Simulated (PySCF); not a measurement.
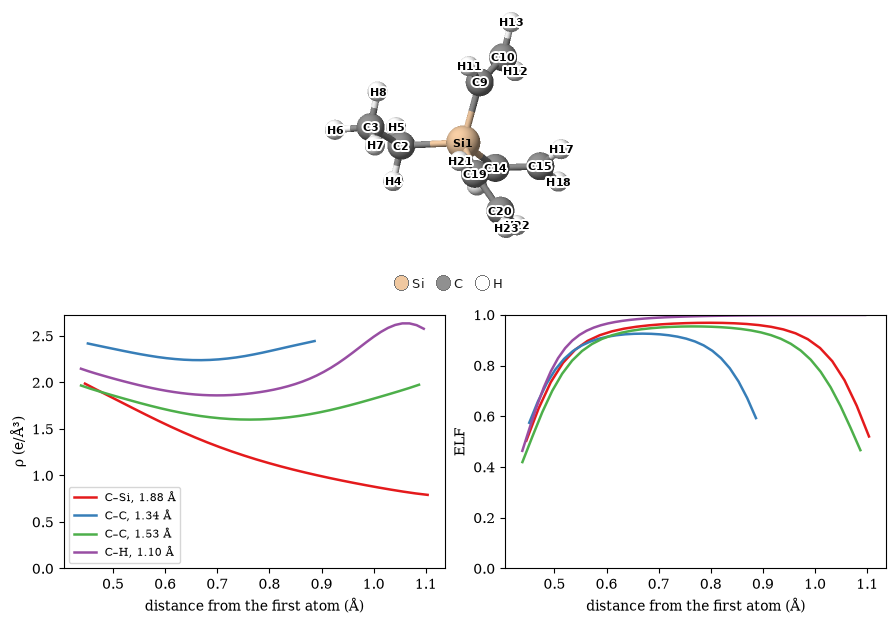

The picture shows: C8H14Si. Total electron density and electron localisation function along straight lines between neighbouring atoms. The curves leave out the atomic cores. The structure is drawn too.

Geometry: PBE0-D3(BJ)/def2-SVP.

Computed with PBE0/pcSseg-1, SCF density, gas phase, non-relativistic in PySCF 2.14.0.

```
atom    x (Å)    y (Å)    z (Å)
  Si  -0.0574   0.0377   0.0448
   C  -0.0230   0.0095   1.9345
   C   0.6414  -1.2199   2.5461
   H  -1.0658   0.1017   2.2866
   H   0.4936   0.9290   2.2626
   H   0.6345  -1.1865   3.6470
   H   0.1291  -2.1482   2.2471
   H   1.6929  -1.3105   2.2293
   C   1.7040  -0.0022  -0.6075
   C   2.3543   1.0390  -1.1404
   H   2.2496  -0.9540  -0.5330
   H   1.8745   2.0176  -1.2556
   H   3.3908   0.9627  -1.4887
   C  -0.9457   1.5913  -0.5248
   C  -1.0039   1.9927  -1.8008
   H  -1.4600   2.2055   0.2273
   H  -0.5133   1.4288  -2.6029
   H  -1.5396   2.8988  -2.1075
   C  -0.9432  -1.4927  -0.5888
   C  -2.0922  -1.4850  -1.2749
   H  -0.4878  -2.4703  -0.3746
   H  -2.5999  -0.5480  -1.5310
   H  -2.5757  -2.4076  -1.6165
```

### Compare the contacts.

C–Si (1.88 Å): ρ is about 0.95 e/Å³ halfway; the ELF peaks at about 0.95 between the atoms; a covalent bond.
C–C (1.34 Å): the density is about 2.2 e/Å³ at the midpoint; the ELF peaks at about 0.95 between the atoms; a short, multiple covalent bond.
C–C (1.53 Å): ρ is about 1.6 e/Å³ halfway; the ELF peaks at about 0.95 between the atoms; a covalent bond.
C–H (1.10 Å): the density is about 2 e/Å³ at the midpoint; the ELF climbs to about 1 towards the hydrogen, as it does in any bond to H; an ordinary covalent bond to hydrogen.
